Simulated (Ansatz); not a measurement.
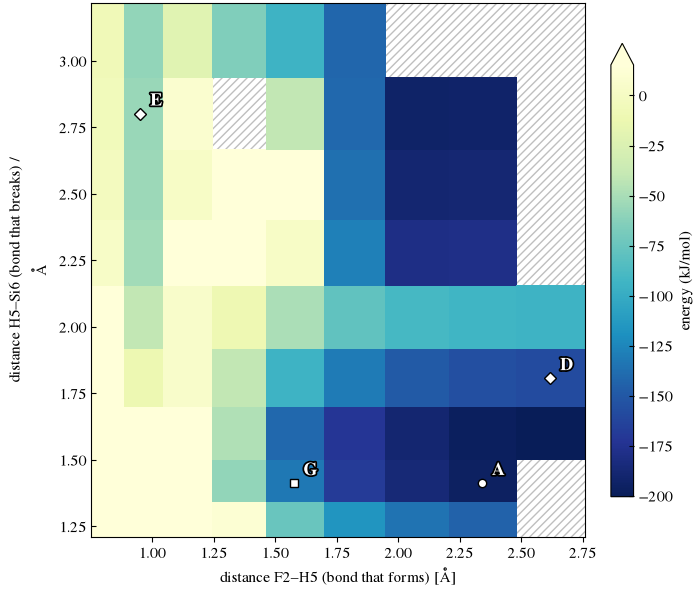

The reacting system BCl2FH4Si (fragments BCl₂F + H₄Si where the first distance is long, BCl₂H₃Si + FH where the second is long). First axis: distance F2–H5 (bond that forms). Second axis: distance H5–Si6 (bond that breaks). Relaxed at each point: all other coordinates. The grid has 9 × 9 points. At 9 points there is no value. Points are written as (first, second). Energies: kJ/mol, counted from a guessed transition structure relaxed with its forming and breaking bonds held. Energies and slopes of some neighbouring points disagree (a jump in structure or state, or too coarse a mesh). The reference is spin-restricted, so regions where a bond is pulled apart into radicals lie too high. Theory: RKS PBE-D4/def2-SVP (Ansatz 0.2.0).

In the figure: one coloured cell a grid point, one colour for all values above the top of the scale, hatched blanks where no value was computed, lettered points.

Q: Is D the lowest point of the computed grid?

A: No. D lies 42 kJ/mol above the lowest grid point, which is at (2.619 Å, 1.596 Å).

Q: Rank the lettered points by energy, lowest first.

A: A (−196 kJ/mol), D (−159 kJ/mol), G (−133 kJ/mol), E (−56 kJ/mol).
